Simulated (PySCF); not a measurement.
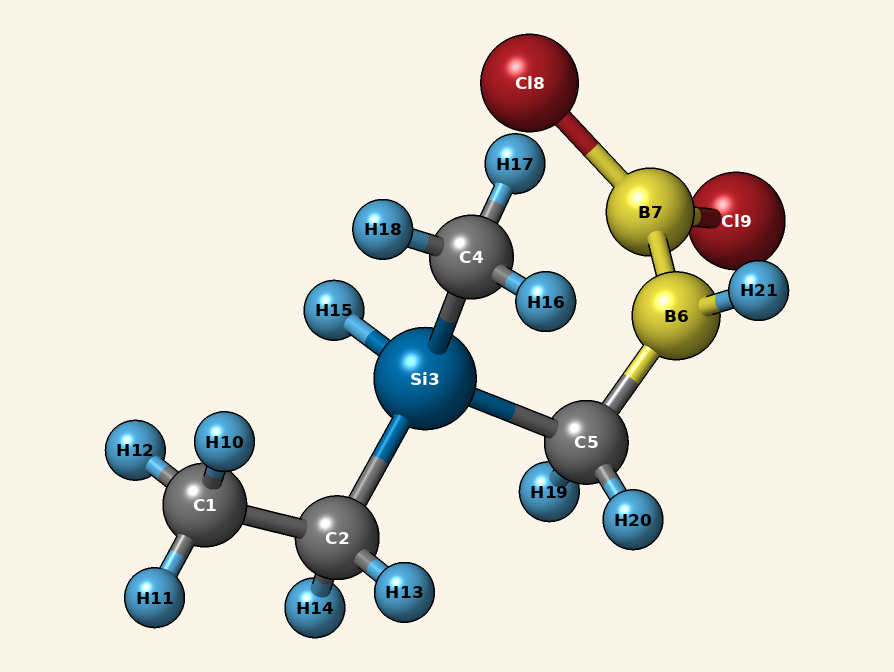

Every bond is drawn as one stick. The geometry was computed by an optimisation with GFN2-xTB. No frequency run is at hand to confirm it as a minimum. Computed with PBE0/pcSseg-1 (PySCF 2.14.0).

Which bond between heavy atoms has the lowest Mayer bond order?

Answer. Si3–C5, 0.83, at 1.935 Å.

List the Mayer bond orders of C1–C2, C2–Si3, Si3–C4, Si3–C5, C5–B6, B6–B7, B7–Cl8, B7–Cl9 (bonds between heavy atoms, one of each equivalent set).

```csv
bond,Mayer order,length (Å)
C1–C2,1.06,1.524
C2–Si3,0.91,1.911
Si3–C4,0.97,1.901
Si3–C5,0.83,1.935
C5–B6,1.09,1.543
B6–B7,0.99,1.659
B7–Cl8,1.15,1.739
B7–Cl9,1.16,1.730
```

The geometry is semi-empirical. Around B, Si such bond lengths and angles can be off by a tenth of an ångström or more and by several degrees, and values that hang on the shape move with them.
